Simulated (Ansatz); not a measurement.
# Ba2TiSnO6: complex band structure, part 2 of 3

Wanted: the relaxed cell of Ba2TiSnO6, its band edges and its decay constants. It is built by putting Sn for Zr in the Ba2ZrTiO6 structure of space group Fm-3m, with the volume rescaled by atomic radii. The parent structure comes from the Materials Project.

Ansatz 0.2.0; r2SCAN DFT, plane waves, PAW files (the session's first sound run).

So far. Step 2 (Cell and atoms at rest): The largest force component on a free atom ends at 1.9e-4 eV/Å.

The structure was built from a prototype and need not be the compound's stable phase.

## 3. Band edges

The energy window and the wavevectors of the next steps follow from the band edges, so these are searched first, off the mesh as well.

input.yaml

```yaml
crystal:
  lattice:
    - [0.0, 4.0618793802, 4.0618793802]
    - [4.0618793802, 0.0, 4.0618793802]
    - [4.0618793802, 4.0618793802, 0.0]
  atoms:
    - { symbol: Ba, position: [0.25, 0.25, 0.25] }
    - { symbol: Ba, position: [0.75, 0.75, 0.75] }
    - { symbol: Sn, position: [0.5, 0.5, 0.5] }
    - { symbol: Ti, position: [0.0, 0.0, 0.0] }
    - { symbol: O, position: [0.2441471635, 0.7558528365, 0.2441471635] }
    - { symbol: O, position: [0.2441471635, 0.2441471635, 0.7558528365] }
    - { symbol: O, position: [0.7558528365, 0.2441471635, 0.2441471635] }
    - { symbol: O, position: [0.7558528365, 0.2441471635, 0.7558528365] }
    - { symbol: O, position: [0.7558528365, 0.7558528365, 0.2441471635] }
    - { symbol: O, position: [0.2441471635, 0.7558528365, 0.7558528365] }
kpoints:
  mp_grid: { grid: [6, 6, 6] }
  band_path: { path: [VBM, CBM], npoints: 30 }
scf:
  occupations: { method: fixed }
hamiltonian:
  xc: r2scan
output:
  eigenvalues: true
  write_potential: true
  write_density: true
  volumetric_format: npy
```

The run is started by

```sh
$ ansatz run input.yaml --threads 2 --pin off --max-ram 4096MiB --backend cpu --events-out ev --progress --plain --runs-dir out
```

Numbers of over 12 decimals in the logs are rounded to 6 here.

What it wrote:

```text
[...]
Crystal: 10 atoms, lattice volume = 134.033 Å³
Basis set: ecut = 500 eV, 3479 PW (Γ), exchange–correlation on 180×180×180 points (64 copies of the dense FFT grid, shifted against one another)
Bands: 51, of which v1, the nominal top of the filled ones, is band 41 counted from 1 (40 counted from 0)
Symmetry: 48 space group operations
[...]
k-points: 16 of 216
[...]
SCF iter   1: F=—  HF=-23896.991932 eV  |F-HF|=—  |Δ(HF+E_count)|=         —  Δρ=1.53e-2  dr2=4.04e-1  dr2_τ=4.22e-1  ethr=1.77e-3  ⟨swp⟩=4.5  Hψ=3089  notcnv=0  defer=105
[...]
SCF iter   7: F=-23897.229126 eV  HF=-23897.229126 eV  |F-HF|=2.69e-8  |Δ(HF+E_count)|=   3.75e-7  Δρ=7.80e-6  dr2=4.80e-8  dr2_τ=6.70e-9  ethr=1.22e-10  ⟨swp⟩=12.5  Hψ=4642  notcnv=0
SCF 1 converged in 7 iterations: F = -23897.229126 eV  dr2 = 4.80e-8
[...]
NSCF: frozen V_eff on 16 k-points
[...]
SCF converged after 7 iterations
Free energy (F): -23897.229126 eV
[...]
Internal energy: -23897.229126 eV  (E = F + TS)
E sigma→0 (E₀):  -23897.229126 eV
Fermi energy:    9.949457 eV
[...]
--- Band table (eV; the first three rows and the last of 16) ---
  k-point 0: bands = [... 37 lower, 9.6165, 9.9495, 9.9495, 9.9495, 13.4415, 13.4415, 13.4415, 14.8775, ... 6 higher]
  k-point 1: bands = [... 37 lower, 9.6144, 9.7650, 9.7650, 9.8666, 13.4675, 13.5000, 13.5000, 15.2187, ... 6 higher]
  k-point 2: bands = [... 37 lower, 9.4069, 9.6194, 9.6194, 9.6480, 13.5072, 13.5731, 13.5731, 15.8236, ... 6 higher]
  k-point 15: bands = [... 37 lower, 8.8642, 8.9623, 9.2225, 9.7158, 13.4787, 13.7619, 13.8165, 13.9274, ... 6 higher]
```

The job ended after 17 s (2 threads of Arm Neoverse V2, shared host; peak memory 0.8 GiB).

Numbers from this step:

* Fermi energy: 9.949 eV
* gap on the k-mesh: 3.413 eV
* gap on path: 3.413 eV, by band count; negative where bands overlap
* direct gap on path: 3.462 eV
* edge places on path: 0, 0.7734 1/A along the path

The electronic bands at the labelled points (eV, zero at the Fermi level (highest filled level under fixed occupations); v1 is the highest filled band, c1 the lowest empty one):

```
point     v4     v3     v2     v1    c1    c2    c3    c4
  VBM  -0.33   0.00   0.00   0.00  3.49  3.49  3.49  4.93
  CBM  -1.07  -0.92  -0.92  -0.05  3.41  3.45  3.98  3.98
```

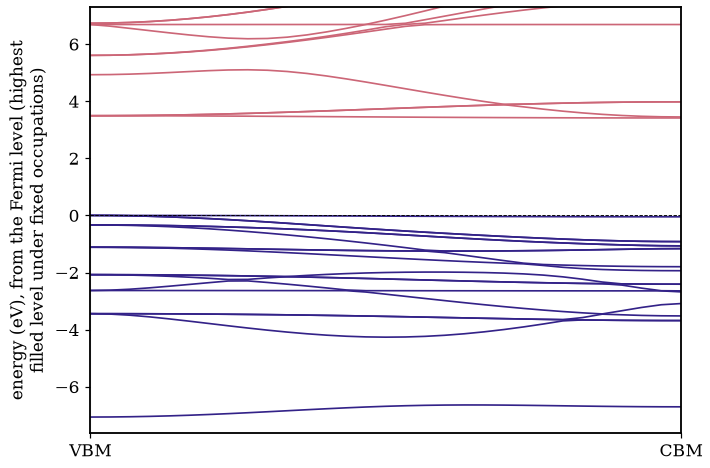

Electronic bands along the path; lines of filled and empty bands in two colours.

The searched edges give 3.41 eV, as on the mesh.

## 4. Complex bands, plane (001)

This step: r2SCAN DFT, plane waves, PAW files; complex bands by layer matching along the plane's normal (Ansatz 0.2.0).

The same crystal is laid in a cell whose first two vectors span the (001) plane (indices of the standard conventional cell, whose axes can be ordered otherwise than in the bulk input). At fixed energy and wavevector in the plane the solver finds all kz, real and complex. A few wavevectors are listed, (0, 0) and (-0.5, -0.5) in units of the plane's reciprocal vectors; the slowest state needn't be among them.

input.yaml

```yaml
crystal:
  lattice:
    - [5.744364908, 0.0, 0.0]
    - [0.0, 5.744364908, 0.0]
    - [2.872182454, 2.872182454, 4.06187938]
  atoms:
    - { symbol: Ba, position: [0.25, 0.75, 0.5] }
    - { symbol: Ba, position: [0.75, 0.25, 0.5] }
    - { symbol: Sn, position: [0.5, 0.5, 0.0] }
    - { symbol: Ti, position: [0.0, 0.0, 0.0] }
    - { symbol: O, position: [0.2441471635, 0.2441471635, 0.0] }
    - { symbol: O, position: [0.7558528365, 0.7558528365, 0.488294327] }
    - { symbol: O, position: [0.2441471635, 0.7558528365, 0.0] }
    - { symbol: O, position: [0.7558528365, 0.7558528365, 0.0] }
    - { symbol: O, position: [0.2441471635, 0.2441471635, 0.511705673] }
    - { symbol: O, position: [0.7558528365, 0.2441471635, 0.0] }
kpoints:
  mp_grid: { grid: [6, 6, 6] }
scf:
  occupations: { method: fixed }
hamiltonian:
  xc: r2scan
output:
  eigenvalues: true
  transmission:
    leads: [[0, 0]]
    kpoints: [[0.0, 0.0], [-0.5, -0.5]]
    e_range: [-1.0, 4.41]
    de: 0.14
```

What it wrote:

```text
[...]
Crystal: 10 atoms, lattice volume = 134.033 Å³
Basis set: ecut = 500 eV, 3479 PW (Γ), exchange–correlation on 180×180×180 points (64 copies of the dense FFT grid, shifted against one another)
Bands: 51, of which v1, the nominal top of the filled ones, is band 41 counted from 1 (40 counted from 0)
Symmetry: 48 space group operations
[...]
k-points: 16 of 216
[...]
SCF iter   1: F=—  HF=-23896.992044 eV  |F-HF|=—  |Δ(HF+E_count)|=         —  Δρ=1.53e-2  dr2=4.04e-1  dr2_τ=4.22e-1  ethr=1.77e-3  ⟨swp⟩=4.4  Hψ=3096  notcnv=0  defer=106
[...]
SCF iter   7: F=-23897.229126 eV  HF=-23897.229126 eV  |F-HF|=2.81e-8  |Δ(HF+E_count)|=   3.50e-7  Δρ=7.73e-6  dr2=4.67e-8  dr2_τ=6.63e-9  ethr=1.22e-10  ⟨swp⟩=12.3  Hψ=4704  notcnv=0
SCF 1 converged in 7 iterations: F = -23897.229126 eV  dr2 = 4.67e-8
[...]
transmission: 6 of 12 steps passed
transmission: 12 of 12 steps passed
SCF converged after 7 iterations
Free energy (F): -23897.229126 eV
[...]
Internal energy: -23897.229126 eV  (E = F + TS)
E sigma→0 (E₀):  -23897.229126 eV
Fermi energy:    9.949459 eV
[...]
--- Band table (eV; the first three rows and the last of 16) ---
  k-point 0: bands = [... 37 lower, 9.6165, 9.9495, 9.9495, 9.9495, 13.4415, 13.4415, 13.4415, 14.8775, ... 6 higher]
  k-point 1: bands = [... 37 lower, 9.4748, 9.6742, 9.6742, 9.9371, 13.4176, 13.5647, 13.5647, 14.9906, ... 6 higher]
  k-point 2: bands = [... 37 lower, 9.1101, 9.2483, 9.2483, 9.9126, 13.3785, 13.8073, 13.8073, 13.9395, ... 6 higher]
  k-point 15: bands = [... 37 lower, 8.9373, 9.1618, 9.4648, 9.5058, 13.5945, 13.5993, 13.8542, 14.2543, ... 6 higher]
--- Transmission ---
  basis      : 349 plane waves across, 6 finite elements along
  points     : 2, as listed
  energies   : 39 from -1.000000 to 4.320000 eV about the Fermi level, 0.140000 eV apart; the leads are filled to 1.706641 eV, and channels, transmission and decay are at 1.660000 eV
  crystal 0  : Sn1Ti1O6Ba2, at the sites [0, 0], period 4.0619 Å: whole cells are its period
    offset         : up to 0.0000 Å between an atom of the period and one for which it stands
    channels       : 0.000000e0 a spin
    conductance    : none, the energies end too early or step too widely for 300 K: set another output.transmission.e_range or a lower de, or, where they end at an eighth of basis.ecutwfc, a higher one
    slowest decay  : 0.3953 /Å at (0.0000, 0.0000)
```

Wall time 70 s (2 threads); peak memory 1.6 GiB.

This step gave:

```yaml
level_to_which_the_leads_are_filled: 1.707 eV from the Fermi level
decay_constant_at_the_filling_level_zone_centre: 0.3953 Å⁻¹
decay_constant_at_the_filling_level_slowest_listed_point: 0.3953 Å⁻¹
```

K parallel (0, 0); values up to 1.5 1/Å, a degenerate pair printed once or twice; energies at which all values exceed this have no row. Table of Im kz of the slowest decaying states by energy, zero at the highest filled level on the SCF mesh:

```
energy (eV)  decay 1 (Å⁻¹)  decay 2 (Å⁻¹)  decay 3 (Å⁻¹)  decay 4 (Å⁻¹)
     -1.000          0.138          0.179          0.232          0.393
     -0.440          0.377          0.420          0.462          0.496
     -0.020          0.218          0.365          0.439          0.473
      0.540          0.296          0.327          0.484          0.506
      0.960          0.366          0.367          0.501          0.520
      1.520          0.393          0.425          0.498          0.511
      1.940          0.397          0.421          0.461          0.497
      2.500          0.327          0.388          0.467          0.497
      3.060          0.210          0.363          0.413          0.473
      3.480         0.0749          0.334          0.432          0.448
      4.040          0.173          0.278          0.403          0.417
```

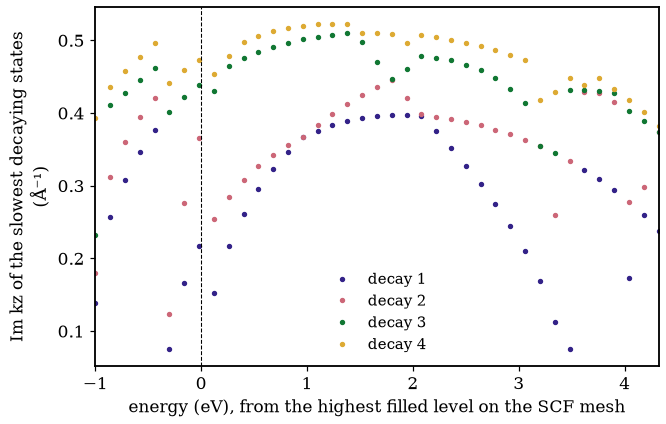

Im kz of the slowest decaying states, plotted against energy.

K parallel (-0.5, -0.5); values up to 1.5 1/Å, a degenerate pair printed once or twice; energies at which all values exceed this have no row. Table of Im kz of the slowest decaying states by energy, zero at the highest filled level on the SCF mesh:

```
energy (eV)  decay 1 (Å⁻¹)  decay 2 (Å⁻¹)  decay 3 (Å⁻¹)  decay 4 (Å⁻¹)
     -1.000          0.130          0.252           1.23           1.31
     -0.440          0.345          0.357          0.369          0.434
     -0.020          0.102          0.424          0.437          0.487
      0.540          0.444          0.496          0.552          0.599
      0.960          0.478          0.498          0.579          0.596
      1.520          0.424          0.529          0.604          0.620
      1.940          0.380          0.532          0.617          0.637
      2.500          0.311          0.509          0.626          0.651
      3.060          0.210          0.440          0.630          0.657
      3.480          0.518          0.631          0.656          0.735
      4.040          0.143          0.565          0.574          0.648
```

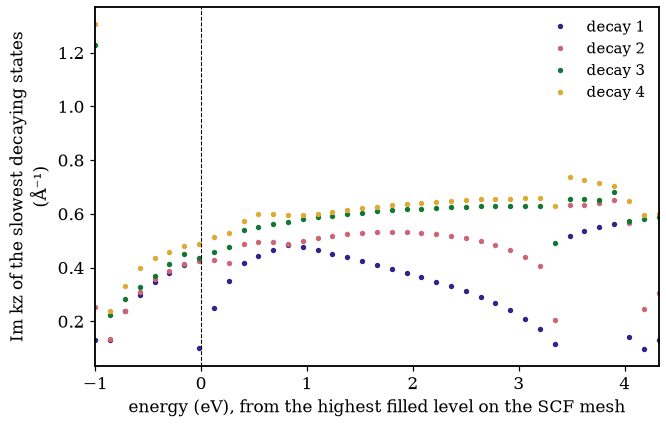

Im kz of the slowest decaying states against energy.

At the listed wavevectors the last open channel is at -0.02 eV and the next at +3.48 eV on the grid. At +1.66 eV, the grid energy nearest the filling level (the middle of the gap on the SCF mesh), the slowest state at the listed wavevectors decays with κ = 0.395 Å⁻¹, its amplitude falling by e over 2.5 Å. Through 1 nm of this crystal that state's transmission falls by exp(−2 × 0.395 Å⁻¹ × 10 Å) = 3.7e-4.

## 5. Complex bands, plane (111)

The same for the (111) plane, at (0, 0) and (0, -0.5), to see how the decay depends on direction.

input.yaml

```yaml
crystal:
  lattice:
    - [5.744364908, 0.0, 0.0]
    - [2.872182454, 4.974765939, 0.0]
    - [2.872182454, 1.658255313, 4.690254307]
  atoms:
    - { symbol: Ba, position: [0.75, 0.75, 0.75] }
    - { symbol: Ba, position: [0.25, 0.25, 0.25] }
    - { symbol: Sn, position: [0.5, 0.5, 0.5] }
    - { symbol: Ti, position: [0.0, 0.0, 0.0] }
    - { symbol: O, position: [0.2441471635, 0.7558528365, 0.2441471635] }
    - { symbol: O, position: [0.7558528365, 0.2441471635, 0.2441471635] }
    - { symbol: O, position: [0.7558528365, 0.7558528365, 0.2441471635] }
    - { symbol: O, position: [0.7558528365, 0.2441471635, 0.7558528365] }
    - { symbol: O, position: [0.2441471635, 0.7558528365, 0.7558528365] }
    - { symbol: O, position: [0.2441471635, 0.2441471635, 0.7558528365] }
kpoints:
  mp_grid: { grid: [6, 6, 6] }
scf:
  occupations: { method: fixed }
hamiltonian:
  xc: r2scan
output:
  eigenvalues: true
  transmission:
    leads: [[0, 0]]
    kpoints: [[0.0, 0.0], [0.0, -0.5]]
    e_range: [-1.0, 4.41]
    de: 0.09
```

What it wrote:

```text
[...]
Crystal: 10 atoms, lattice volume = 134.033 Å³
Basis set: ecut = 500 eV, 3479 PW (Γ), exchange–correlation on 180×180×180 points (64 copies of the dense FFT grid, shifted against one another)
Bands: 51, of which v1, the nominal top of the filled ones, is band 41 counted from 1 (40 counted from 0)
Symmetry: 48 space group operations
[...]
k-points: 16 of 216
[...]
SCF iter   1: F=—  HF=-23896.991621 eV  |F-HF|=—  |Δ(HF+E_count)|=         —  Δρ=1.54e-2  dr2=4.04e-1  dr2_τ=4.22e-1  ethr=1.77e-3  ⟨swp⟩=4.3  Hψ=3120  notcnv=0  defer=105
[...]
SCF iter   7: F=-23897.229126 eV  HF=-23897.229126 eV  |F-HF|=2.39e-8  |Δ(HF+E_count)|=   3.77e-7  Δρ=7.84e-6  dr2=5.03e-8  dr2_τ=6.67e-9  ethr=1.22e-10  ⟨swp⟩=12.4  Hψ=4605  notcnv=0
SCF 1 converged in 7 iterations: F = -23897.229126 eV  dr2 = 5.03e-8
[...]
transmission: 7 of 14 steps passed
transmission: 14 of 14 steps passed
SCF converged after 7 iterations
Free energy (F): -23897.229126 eV
[...]
Internal energy: -23897.229126 eV  (E = F + TS)
E sigma→0 (E₀):  -23897.229126 eV
Fermi energy:    9.949453 eV
[...]
--- Band table (eV; the first three rows and the last of 16) ---
  k-point 0: bands = [... 37 lower, 9.6165, 9.9495, 9.9495, 9.9495, 13.4415, 13.4415, 13.4415, 14.8775, ... 6 higher]
  k-point 1: bands = [... 37 lower, 9.6144, 9.7650, 9.7650, 9.8666, 13.4675, 13.5000, 13.5000, 15.2187, ... 6 higher]
  k-point 2: bands = [... 37 lower, 9.4069, 9.6194, 9.6194, 9.6479, 13.5072, 13.5731, 13.5731, 15.8236, ... 6 higher]
  k-point 15: bands = [... 37 lower, 8.8642, 8.9623, 9.2225, 9.7158, 13.4787, 13.7619, 13.8165, 13.9274, ... 6 higher]
--- Transmission ---
  basis      : 301 plane waves across, 7 finite elements along
  points     : 2, as listed
[...]
crystal 0  : Ba2O6Ti1Sn1, at the sites [0, 0], period 4.6903 Å: whole cells are its period
[...]
channels       : 0.000000e0 a spin
[...]
slowest decay  : 0.3456 /Å at (0.0000, 0.0000)
```

Elapsed: 71 s, on 2 threads; peak memory 1.5 GiB.

This step gave:

```yaml
decay_constant_at_the_filling_level_zone_centre: 0.3456 Å⁻¹
decay_constant_at_the_filling_level_slowest_listed_point: 0.3456 Å⁻¹
```

K parallel (0, 0); values up to 1.5 1/Å, a degenerate pair printed once or twice; energies at which all values exceed this have no row. Table of Im kz of the slowest decaying states by energy, zero at the highest filled level on the SCF mesh:

```
energy (eV)  decay 1 (Å⁻¹)  decay 2 (Å⁻¹)  decay 3 (Å⁻¹)  decay 4 (Å⁻¹)
     -1.000          0.161          0.215          0.378          0.478
     -0.460          0.335          0.435          0.498          0.519
     -0.010          0.172          0.371          0.471          0.493
      0.530          0.263          0.316          0.407          0.507
      0.980          0.307          0.401          0.414          0.516
      1.520          0.339          0.436          0.522          0.608
      1.970          0.353          0.427          0.464          0.522
      2.510          0.356          0.402          0.484          0.516
      2.960          0.346          0.359          0.491          0.502
      3.500          0.375          0.480          0.489          0.491
      4.040          0.292          0.469          0.475          0.532
```

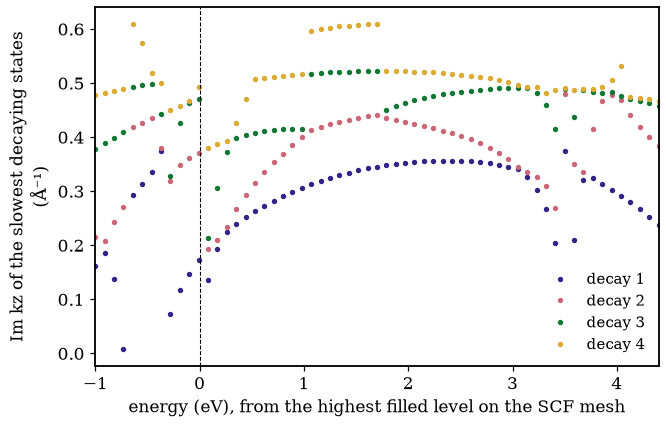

Im kz of the slowest decaying states against energy.

[end of part 2 of 3]

[Logs are printed without paths, hosts, clocks, repeated set-up lines and the standing remarks that a program may print on its own settings, such as how far it seeks lower states.]

[Hosts, paths, dates, database ids (printed as entryN), source tags and the programs' standing remarks are cut or masked in the printed files.]
